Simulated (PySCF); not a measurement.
Input file:

```
{"job": {"kind": "nmr", "xc": "PBE0", "basis": "pcSseg-1"}, "charge": 0, "multiplicity": 1}
B      3.400465     0.496156    -1.610654
O      2.773461    -0.009368    -0.589832
B      2.017368    -0.447845     0.401140
C      2.588321    -1.490672     1.472004
O      0.746375    -0.000717     0.519705
Si    -0.331731     1.047999    -0.073947
C     -2.039206     0.227342     0.149017
C     -3.153768     1.206832    -0.206232
C     -2.181618    -1.050934    -0.678558
H      4.032728     1.484490    -1.474479
H      3.354385    -0.053708    -2.655402
H      3.147958    -0.965086     2.242851
H      3.266607    -2.206496     1.015847
H      1.791017    -2.036927     1.966435
H     -0.204653     2.266473     0.733285
H     -0.089265     1.357287    -1.489492
H     -2.164430    -0.048412     1.202484
H     -3.089709     2.102345     0.406750
H     -3.079264     1.506110    -1.249271
H     -4.132818     0.754704    -0.051919
H     -1.395857    -1.760296    -0.427675
H     -3.144992    -1.525212    -0.491033
H     -2.116123    -0.827079    -1.741825
```

Launched as:

```sh
OMP_NUM_THREADS=1 python probes_run.py task.json out
```

Geometry: GFN2-xTB.

Level of theory: PBE0/pcSseg-1, SCF density, gas phase, non-relativistic (PySCF 2.14.0).

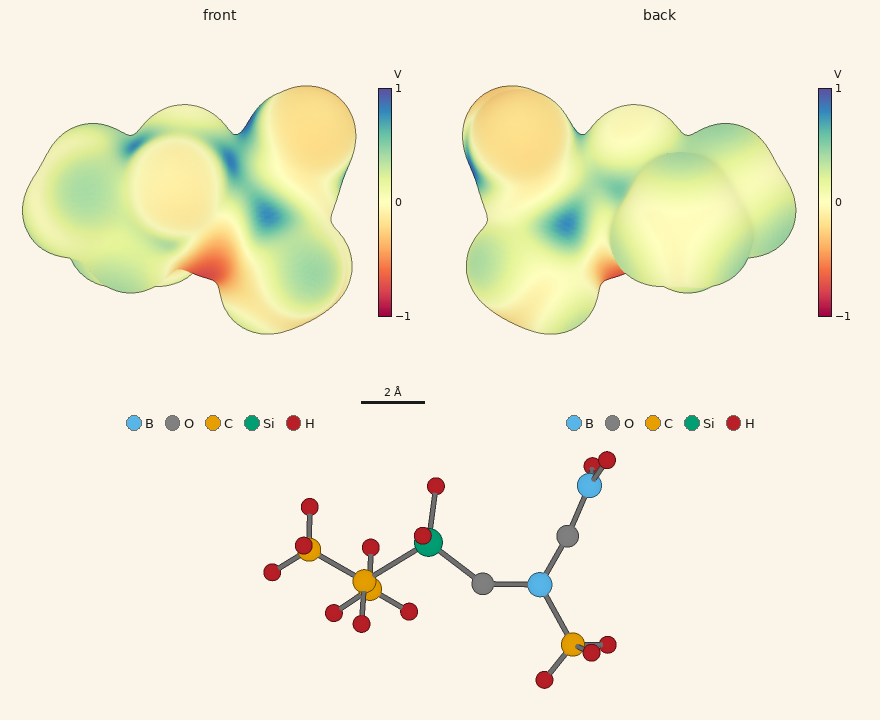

C4H14B2O2Si (SMILES BOB(C)O[SiH2]C(C)C). The electrostatic potential painted on the density surface at 0.001 e/bohr³, seen from the front and from behind; red is negative and blue positive. The bare structure is drawn below in the same view.

Where is the surface potential most negative and most positive?

Answer. The most negative region (about −0.7 V) lies over O5, the most positive (about +0.8 V) over B1, B3 and Si6.

How polar is the molecule by this calculation?

Answer. Its dipole moment is 0.86 D.
